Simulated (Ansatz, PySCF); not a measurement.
Potential energy curve for GeLi (anion, charge -1), lowest singlet found (which spin is the ground state isn't settled by this scan).

RKS-B3LYP/3-21G = restricted B3LYP/3-21G run with PySCF; RCCSDT(Q) = Ansatz (a first-principles code) with CCSDT(Q) on RHF/aug-cc-pVDZ, cores with 3d frozen; FCI = full CI/aug-cc-pVDZ, cores with 3d frozen in Ansatz.

Energies are in kJ/mol, each relative to the lowest point of its own curve between 2.15 and 3.12 Å, where full CI is lowest.

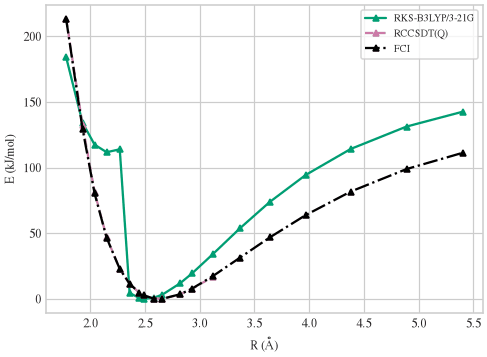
Figure. Energy against bond length for each method.

```csv
R / Å,RKS-B3LYP/3-21G,RCCSDT(Q),FCI
1.78,184.1,213.5,213.2
1.93,134.2,132.4,129.4
2.04,117.4,81.2,80.3
2.15,111.7,46.7,46.5
2.27,113.9,22.6,22.7
2.36,4.4,11.4,11.4
2.45,0.6,4.5,4.5
2.49,0.0,2.5,2.6
2.58,0.7,0.2,0.2
2.66,3.2,0.0,0.0
2.82,11.7,3.3,3.4
2.93,19.3,7.5,7.7
3.12,34.0,16.6,17.2
3.37,53.8,—,31.4
3.64,73.7,—,46.7
3.97,94.4,—,63.8
4.38,114.1,—,81.7
4.89,131.2,—,98.8
5.41,142.7,—,111.4
```

At the longest distance, 5.41 Å, RKS-B3LYP/3-21G lies highest above its minimum (142.7 kJ/mol) and FCI lowest (111.4 kJ/mol).

A dash means that the run gave no value there, or that the column was ended at a point which the program doubted or which failed a test of continuity chosen for this set; such a test can also cut sound points.

The scan ran from 1.78 to 8.37 Å; beyond the distances shown full CI changes its symmetry label. The restricted form behind RKS-B3LYP/3-21G keeps the bonding electrons paired and can't separate into open-shell fragments. Where the anion isn't bound against loss of the electron, the finite basis alone holds it. The T1 diagnostic of CCSD on the restricted reference of RCCSDT(Q) exceeds 0.045 at 1.93 to 2.45, 3.12 to 5.41 Å. Also computed but left out beside FCI, since their determinant holds another spin at the minimum (<S²> over 0.7 above the pure value): UHF, UMP2, UCCSD, UCCSD(T), UCCSDT, UCCSDT(Q), UKS-B3LYP, UKS-PBE, UKS-B3LYP/6-31G*, UKS-B3LYP/3-21G, UMP2/6-31G*, UHF/LANL2DZ.
